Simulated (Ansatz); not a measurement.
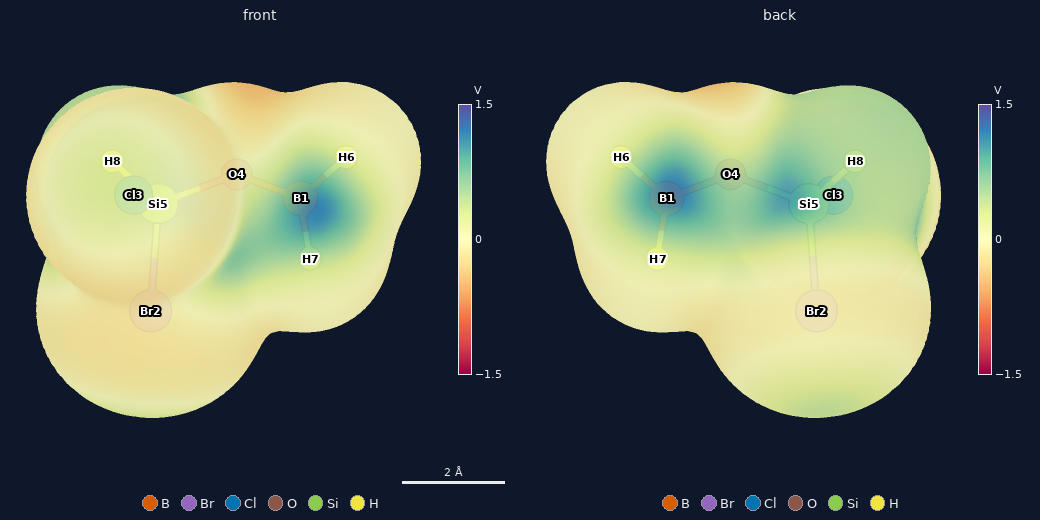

Figure 1: BBrClH3OSi. The molecular electrostatic potential painted on the density surface at 0.001 e/bohr³, seen from the front and from behind; red is negative and blue positive.

Geometry: r2SCAN-D4/def2-SVP.

All numbers below come from Ansatz, isolated molecule in a Gaussian basis; Kohn-Sham density functional theory, functional PBE0.

Input file:

```
basis:
  gaussian:
    orbitals: def2-TZVPD
crystal:
  periodic: [false, false, false]
  atoms:
    - {symbol: B, position_ang: [0.494798, 0.102620, -1.292443]}
    - {symbol: Br, position_ang: [2.062481, 3.315302, -0.352825]}
    - {symbol: Cl, position_ang: [1.784367, 1.195299, 2.403768]}
    - {symbol: O, position_ang: [1.520107, 0.155118, -0.402011]}
    - {symbol: Si, position_ang: [2.391375, 1.279867, 0.446701]}
    - {symbol: H, position_ang: [0.121585, -0.992829, -1.638002]}
    - {symbol: H, position_ang: [-0.001217, 1.125706, -1.707940]}
    - {symbol: H, position_ang: [3.818983, 0.928088, 0.350516]}
hamiltonian:
  xc: pbe0
output: {forces: true, orbitals: {seedname: orbitals}}
```

Command:

```sh
ansatz run input.yaml --threads 2 --pin off --max-ram 4350MiB --events-out events.jsonl --progress --plain --runs-dir runs
```

Which sites attract a positive test charge, and which a negative one?

Answer. A positive charge is drawn to the negative regions and a negative charge to the positive ones. The most negative region (about −0.4 V) lies over O4, the most positive (about +1.1 V) over B1 and Si5. Br2 shows a σ-hole: about +0.4 V at the tip opposite its bond, against about −0.1 V on its flanks.

How polar is the molecule by this calculation?

Answer. Its dipole moment is 0.72 D.
